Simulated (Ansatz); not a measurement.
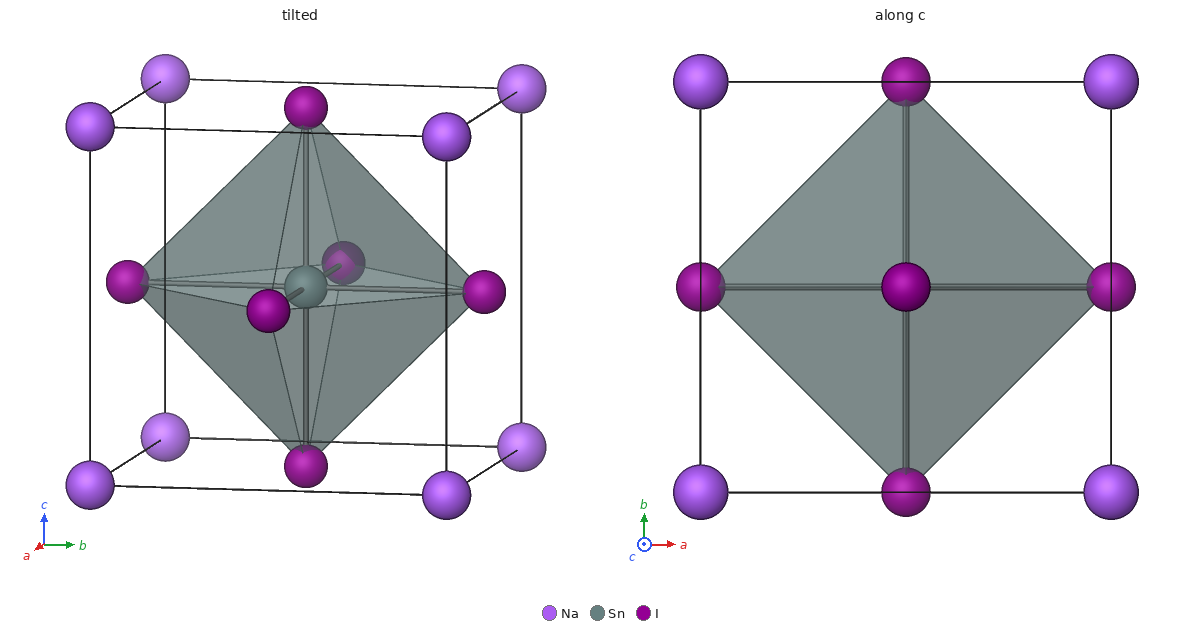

Figure: polyhedral view slightly off an axis and along the c axis. The lines enclose the unit cell; boundary atoms appear with their images.

NaSnI3, a = 6.233 Å, b = 6.233 Å, c = 6.188 Å, α = 90.00°, β = 90.00°, γ = 90.00°. Strictly the space group is P4/mmm (No. 123, within 0.01 Å). It is a distorted form of a primitive cubic structure, space group Pm-3m (No. 221) within 0.25 Å: cubic perovskite. Provenance: a structure type filled with these elements by a generator (whether the compound takes this form wasn't checked). The cell was then strained or its atoms displaced on purpose. An electronic-structure calculation with Ansatz was run on it.

This one geometry was computed with Ansatz (DFT, plane waves, PAW) at three levels of theory: PBE, r2SCAN and HSE06. It was relaxed with r2SCAN and then strained.

Question: How does the band gap change with the level of theory?

Answer: PBE: a gap of 0.32 eV, direct; r2SCAN: a gap of 0.44 eV, direct; HSE06: a gap of 0.78 eV, direct.

Question: Collect the results in a table.

Answer:
| level | cutoff (eV) | k-mesh of the run's cell | gap (eV) | pressure (GPa) |
| --- | --- | --- | --- | --- |
| PBE | 420 | 4×4×4 | 0.32 | 0.2 |
| r2SCAN | 500 | 4×4×4 | 0.44 | -0.1 |
| HSE06 | 420 | 2×2×2 | 0.78 | 1.3 |

Gaps are taken on the k-mesh or band path of each run.
